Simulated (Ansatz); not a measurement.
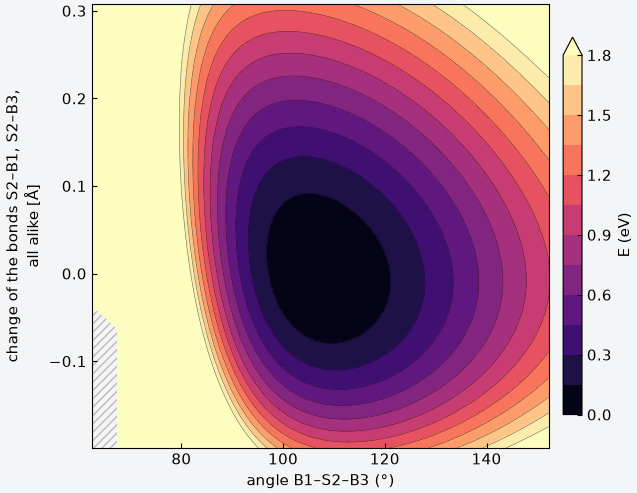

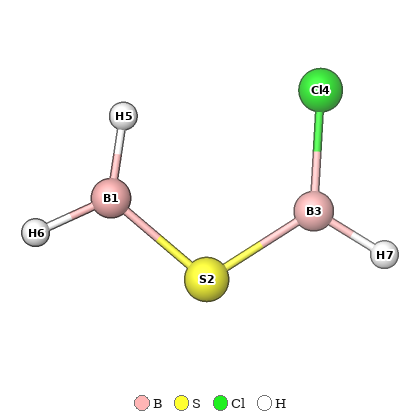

Energy landscape of B₂ClH₃S, SMILES BSBCl. 
- Coordinates scanned: (1) angle B1–S2–B3; (2) change of the bonds S2–B1, S2–B3, all alike.
- Nothing is relaxed (all other coordinates rigid).
- The grid has 13 × 13 points. At 4 points there is no value (left out of the scan, as a rule where atoms come close).
- Points are written as (first, second).
- Energies: eV, counted from the relaxed molecule at the same level.
- Theory: RKS PBE-D4/def2-TZVP (Ansatz).

Drawn: filled contours, one colour for all values above the top of the scale, hatched blanks where no value was computed. Between grid points the surface is interpolated. The second picture is the structure at the lowest point.

> What does the map say about the system?

The lowest grid point is at (107.4°, 0.012 Å), 0.003 eV from the relaxed molecule at the same level. It is the only kind of minimum in the scanned range. The highest grid point, (62.4°, −0.030 Å), lies 20.5 eV above the lowest. Round the minimum the valley is somewhat tilted: raising angle B1–S2–B3 shifts the best value of the second coordinate downwards (coupling k₁₂/√(k₁₁k₂₂) about 0.2).

The input of one point:

```yaml
crystal:
  periodic: [false, false, false]
  atoms:
    - { symbol: B, position_ang: [0.166231, -0.495512, -1.387619] }
    - { symbol: S, position_ang: [-1.011526, 0.455615, -0.395586] }
    - { symbol: B, position_ang: [-0.332106, 0.565021, 1.304644] }
    - { symbol: Cl, position_ang: [1.173043, -0.127824, 1.845191] }
    - { symbol: H, position_ang: [1.17522, -0.927851, -0.917112] }
    - { symbol: H, position_ang: [-0.140451, -0.654572, -2.534132] }
    - { symbol: H, position_ang: [-0.993551, 1.168309, 2.09829] }
basis:
  gaussian: { orbitals: def2-TZVP }
hamiltonian:
  xc: pbe
  dispersion: d4
output:
  forces: true
```

Each point was launched as `ansatz run input.yaml --threads 1 --pin off --max-ram 2560MiB --backend cpu --events-out ev --progress --plain --runs-dir out`. The whole map (165 points run) took 11 min on 1 thread of Arm Neoverse V2, on a shared host.
